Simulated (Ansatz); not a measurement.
**GeF2 (SMILES [F][Ge][F]) at CCSD(T)/STO-3G**

Aim: the energy change on altering one bond length of GeF2 at CCSD(T)/STO-3G, from 2 runs. 

Program for the calculation: Ansatz 0.2.0.

48 further runs of the same task are left out: 12 that didn't finish, 36 set aside as unsound or not needed.

## (1) The system as given

The species is GeF2 (3 atoms), meant as a singlet with charge 0. SMILES: `[F][Ge][F]`. The shape is that of a PBE0-D4/def2-TZVP optimisation.

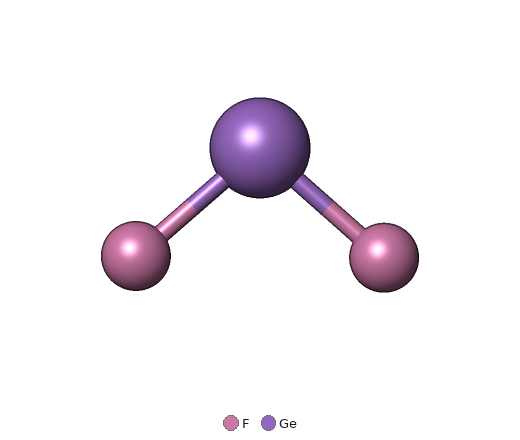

The structure, seen from a chosen angle (fluorine pink, germanium purple).

## (2) A single-point energy at CCSD(T)/STO-3G

run.yaml

```yaml
crystal:
  periodic: [false, false, false]
  atoms:
    - {symbol: F, position_ang: [-0.675900, -1.101800, -0.497500]}
    - {symbol: Ge, position_ang: [0.637500, -0.295200, 0.320200]}
    - {symbol: F, position_ang: [0.027600, 1.332100, 0.164100]}
basis:
  gaussian:
    orbitals: STO-3G
correlation:
  method: ccsd_t
  frozen_orbitals: {F: 1, Ge: 9}
scf:
  omitted_lower_state_checks: [cluster_reference, increment]
accuracy: high
```

Launch:

```bash
$ ansatz run run.yaml --threads 1 --pin off --max-ram 2610MiB --events-out events.jsonl --progress --plain --runs-dir runs
```

What it wrote (excerpt; [...] marks lines left out):

```text
Warning: RAYON_NUM_THREADS=1 ignored (pool sized by the plan → 1); use --threads N
Functional definition: HF
  name "HF"
[...]
426 factors; integrals over basis functions are off by at most 4.4e-9 eV
[...]
mean field -61166.28772387 eV, -2247.8196138532 hartree, gradient 8.7e-9 eV, S^2 0.000000; 0 other end points of the search recorded, 0 dependent functions left out
11 core orbitals not correlated: weight in the atoms' cores, before any rotation towards them, 1.000 or more for the frozen orbitals, at most 0.000 for the correlated occupied ones
reference -61166.28772387 eV, -2247.8196138532 hartree; 14, 14 occupied and 3, 3 virtual orbitals, 426 factors
second order -2.05624351 eV of doubles, -0.00000000 eV of singles
cycle   1  -2.06157394 eV  change   -5.3e-3 eV  update   1.3e-1
[...]
cycle  20  -2.40069555 eV  change   -2.5e-9 eV  update   1.8e-9
perturbative correction -0.30609742 eV, -0.0112488727 hartree
Total energy: -61168.99451683 eV, -2247.9190866599 hartree
Checks for a lower state left out: cluster_reference, increment
```

It took 0.36 s on 1 thread of Arm Neoverse V1, shared host.

## (3) The distorted shape at the same level

job.yaml

```yaml
crystal:
  periodic: [false, false, false]
  atoms:
    - {symbol: F, position_ang: [-1.004269, -1.303462, -0.701937]}
    - {symbol: Ge, position_ang: [0.637500, -0.295200, 0.320200]}
    - {symbol: F, position_ang: [0.027600, 1.332100, 0.164100]}
basis:
  gaussian:
    orbitals: STO-3G
correlation:
  method: ccsd_t
  frozen_orbitals: {F: 1, Ge: 9}
accuracy: high
scf:
  omitted_lower_state_checks: [cluster_reference, increment]
```

Launch:

```bash
$ ansatz run job.yaml --threads 1 --pin off --max-ram 2610MiB --events-out events.jsonl --progress --plain --runs-dir runs
```

What it wrote (excerpt; [...] marks lines left out):

```text
Warning: RAYON_NUM_THREADS=1 ignored (pool sized by the plan → 1); use --threads N
Functional definition: HF
  name "HF"
[...]
408 factors; integrals over basis functions are off by at most 3.3e-8 eV
[...]
mean field -61163.85777485 eV, -2247.7303148740 hartree, gradient 2.5e-8 eV, S^2 0.000000; 0 other end points of the search recorded, 0 dependent functions left out; unrestricted orbitals would lower it
11 core orbitals not correlated: weight in the atoms' cores, before any rotation towards them, 1.000 or more for the frozen orbitals, at most 0.000 for the correlated occupied ones
reference -61163.85777485 eV, -2247.7303148740 hartree; 14, 14 occupied and 3, 3 virtual orbitals, 408 factors
second order -2.37766275 eV of doubles, -0.00000000 eV of singles
cycle   1  -2.57537330 eV  change   -2.0e-1 eV  update   1.5e-1
[...]
cycle  27  -3.07917911 eV  change   -1.3e-9 eV  update   1.9e-9
perturbative correction -0.29895767 eV, -0.0109864919 hartree
Total energy: -61167.23591164 eV, -2247.8544591111 hartree
Checks for a lower state left out: cluster_reference, increment
```

It took 0.36 s on 1 thread of Arm Neoverse V1, shared host.

## (4) Results

Level: CCSD(T)/STO-3G, 11 core orbitals frozen.

| quantity | value |
| --- | --- |
| first shape: total energy | -2247.91909 Eh |
| first shape: correlation energy (11 core orbitals frozen) | -99.5 mEh |
| first shape: (T) correction | -11.25 mEh |
| first shape: T1 diagnostic | 0.021 |
| distorted shape: total energy | -2247.85446 Eh |
| distorted shape: correlation energy (11 core orbitals frozen) | -124.1 mEh |
| distorted shape: (T) correction | -10.99 mEh |
| distorted shape: T1 diagnostic | 0.025 |
| energy change with the F1–Ge2 bond stretched from 1.745 to 2.181 Å | 1.759 eV |

**Reading.** With the F1–Ge2 bond stretched from 1.745 to 2.181 Å the energy rises by 1.76 eV (170 kJ/mol). The first shape isn't relaxed at this level, so the change isn't measured from a minimum. The minimal basis adds a large error of its own. The T1 diagnostic (first shape) of 0.021 is above the customary mark for such species, so a single reference may not serve. The triples (first shape) make up 11.3 % of the correlation energy. The T1 diagnostic (distorted shape) of 0.025 is above the customary mark for such species, so a single reference may not serve. The restricted solution (distorted shape) is unstable to spin breaking: an unrestricted one lies lower. The triples (distorted shape) make up 8.8 % of the correlation energy.
